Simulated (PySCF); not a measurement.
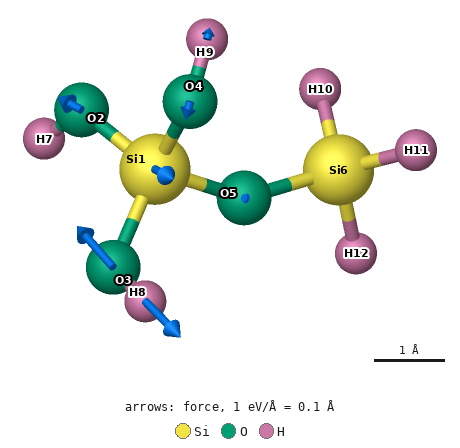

Starting geometry of Si2H6O4 with the computed forces as blue arrows. Style: ball-and-stick. Shown at a tilt.

The start comes from GFN2-xTB. Its atoms were then displaced at random by about 0.03 Å.

Method: PBE0-D3(BJ)/def2-SVP geometry optimisation, gas phase in PySCF 2.14.0, density-fitted response routines. 

Is this structure relaxed? If not, where do the atoms go?

Answer. It isn't relaxed: the largest force vector, on O3, is 9.94 eV/Å. The final displacements have little in common with the starting forces (cosine between the two patterns 0.00). Over 24 geometry steps the energy falls by 23.3 kcal/mol. The atom that moves furthest after the best rigid fit is O4 (0.66 Å). Largest moves by element: O 0.66 Å, H 0.55 Å, Si 0.11 Å. Among the contacts that change: O3–H8 0.847 → 0.962 Å, Si1–O2 1.535 → 1.644 Å, Si1–O4 1.695 → 1.646 Å, Si1–O5 1.599 → 1.643 Å. Bond angles that change, for instance: Si1–O5–Si6 150.9° → 137.1°, O3–Si1–O4 106.8° → 115.4°, O2–Si1–O3 114.2° → 106.5°. Groups turn about Si1–O4 by about 90°, Si1–O3 by about 30°, Si1–O5 by about 30°. Cost: 8.6 min on 1 thread of Intel(R) Xeon(R) Processor @ 2.50GHz, on a shared host.
